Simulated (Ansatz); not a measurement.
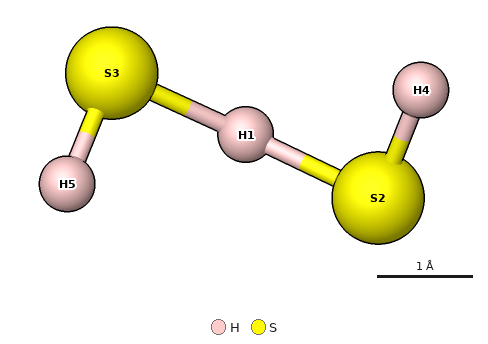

**Figure 1.** The structure as given in the input (ball-and-stick view, seen at a tilt; atoms are numbered from 1 in the order of the input).

Phonon calculation, with input and output: H3S2

- system: H3S2, multiplicity 2
- method: UKS B3LYP/def2-mTZVP (Ansatz 0.2.0)

It belongs to a series of runs on one base structure; here: vibrations at the highest image of the band. Figures and captions count atoms from 1; the log counts them from 0 in places.

### Output
```
Engine: ansatz 0.2.0, x86_64-unknown-linux-gnu
Functional definition: B3LYP
  parameter a0 = 0.2
  parameter ax = 0.72
  parameter ac = 0.81
  exchange = (1 - a0 - ax)*slater_x + ax*b88_x + a0*exact_x
  correlation = (1 - ac)*vwn_rpa_c + ac*lyp_c
517 factors; integrals over basis functions are off by at most 5.2e-4 eV
mean field evaluation 1: about -21718.7877 eV, gradient 8.7e0 eV
mean field evaluation 2: about -21718.9988 eV, gradient 7.7e0 eV
mean field evaluation 4: about -21719.2854 eV, gradient 2.6e-1 eV
mean field evaluation 8: about -21719.2881 eV, gradient 5.3e-2 eV
mean field evaluation 16: about -21719.2883 eV, gradient 6.9e-5 eV
mean field -21719.28833345 eV, -798.1691243919 hartree, gradient 3.2e-5 eV, S^2 0.758250; 4 other end points of the search recorded, 0 dependent functions left out
the calculation of the forces begins
reference -21719.28853907 eV, -798.1691319484 hartree; 18, 17 occupied and 35, 36 virtual orbitals, 517 factors
these checks for a lower state are left out or cut short: stability, starts, cluster_reference, orbital_swaps, neighbouring_geometries, increment
517 factors; integrals over basis functions are off by at most 5.2e-4 eV
mean field evaluation 32: about -21719.2883 eV, gradient 2.4e-6 eV
mean field -21719.28832889 eV, -798.1691242242 hartree, gradient 2.4e-6 eV, S^2 0.758251; 0 other end points of the search recorded, 0 dependent functions left out
[... from here on the field's lines of each further geometry are left out, up to the last ...]
the calculation of the forces begins
reference -21719.28853082 eV, -798.1691316450 hartree; 18, 17 occupied and 35, 36 virtual orbitals, 517 factors
these checks for a lower state are left out or cut short: stability, starts, cluster_reference, orbital_swaps, neighbouring_geometries, increment
517 factors; integrals over basis functions are off by at most 5.2e-4 eV
mean field -21719.28832501 eV, -798.1691240816 hartree, gradient 2.4e-6 eV, S^2 0.758248; 0 other end points of the search recorded, 0 dependent functions left out
the calculation of the forces begins
reference -21719.28853063 eV, -798.1691316381 hartree; 18, 17 occupied and 35, 36 virtual orbitals, 517 factors
WARN: phonons: modes at or below zero, which the zero-point energy, F, S and C_V leave out: 1, the lowest at -1149.52 cm⁻¹. A minimum has none, and a first-order saddle one
Total energy: -21719.28853907 eV, -798.1691319484 hartree
Atom 0 at     0.146884    -0.470072    -0.218957 Å, force     0.000130     0.000032    -0.000197 eV/Å
Atom 1 at    -0.675258    -0.877557     1.091101 Å, force    -0.000000     0.000007     0.000256 eV/Å
Atom 2 at     0.750577     0.636446    -1.203388 Å, force    -0.000198     0.000031    -0.000012 eV/Å
Atom 3 at     0.255087    -0.347716     1.921450 Å, force    -0.000097    -0.000045    -0.000073 eV/Å
Atom 4 at    -0.477291     1.058899    -1.590206 Å, force     0.000165    -0.000024     0.000027 eV/Å
Dipole moment:    -0.026782     0.085717     0.039931 e Å
Vibrations: -1149.52 112.57 220.68 364.97 613.46 886.19 1062.49 2642.77 2643.24 cm⁻¹, zero-point energy 0.529807 eV
```

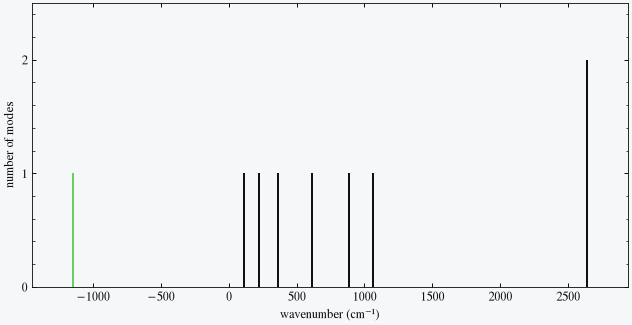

**Figure 2.** Harmonic vibrational wavenumbers from the force constants; neighbouring modes closer than 17 cm⁻¹ are counted in one stick, and imaginary ones are drawn at negative wavenumbers. 9 modes from 1150i to 2643 cm⁻¹, 1 imaginary beyond 8i (1150i cm⁻¹): a first-order saddle point, if the geometry is stationary.

This output came from the following input.

### The input
```yaml
crystal:
  periodic: [false, false, false]
  atoms:
    - { symbol: H, position_ang: [0.146884, -0.470072, -0.218957] }
    - { symbol: S, position_ang: [-0.675258, -0.877557, 1.091101] }
    - { symbol: S, position_ang: [0.750577, 0.636446, -1.203388] }
    - { symbol: H, position_ang: [0.255087, -0.347716, 1.92145] }
    - { symbol: H, position_ang: [-0.477291, 1.058899, -1.590206] }
magnetization:
  spin_polarized: true
  initial_magnetization: 1
basis:
  gaussian: { orbitals: def2-mTZVP }
hamiltonian:
  xc: b3lyp
phonons: {}
```

Command:
```bash
ansatz run input.yaml --threads 2 --pin off --max-ram 3072MiB --backend cpu --events-out ev --progress --plain --runs-dir out
```

### Results in brief

| quantity | value |
| --- | --- |
| outcome | converged |
| total energy | −21719.2885 eV |
| mean-field energy | −21719.2885 eV |
| ⟨S²⟩ | 0.758 |
| largest force (length of the vector) | under 0.001 eV/Å |
| hardware | 2 threads of AMD EPYC (Zen 4), 16 GiB of memory available, shared host |
| wall time | 12 s (CPU time 23 s) |
| peak memory | 0.15 GiB |
